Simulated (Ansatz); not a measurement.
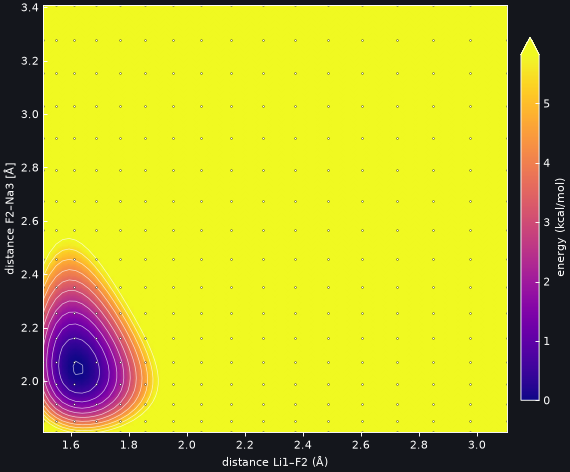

The system Li + FNa, spin multiplicity 2. 
- First axis: distance Li1–F2. Second axis: distance F2–Na3.
- Nothing is relaxed (the angle Li1–F2–Na3 is fixed at 120 degrees).
- The scan uses a 17 × 17 grid.
- All energies are given in kcal/mol relative to the lowest grid point.
- These are results of UHF/def2-TZVPD (Ansatz 0.2.0), not measurements.

Drawn: a smooth colour map with a few white contour lines, dots at the grid points, one colour for all values above the top of the scale. Between grid points the surface is interpolated.

Where is the minimum, and how stiff is the well along each coordinate?

Answer. The interpolated minimum is at distance Li1–F2 ≈ 1.624 Å, distance F2–Na3 ≈ 2.047 Å. The curvatures there are about 11 eV/Å² and 5.5 eV/Å², with a cross term of about 1 eV/Å². Round the minimum the two coordinates are weakly coupled (coupling 0.13 in units of the two stiffnesses). (1 eV is 23.1 kcal/mol.)
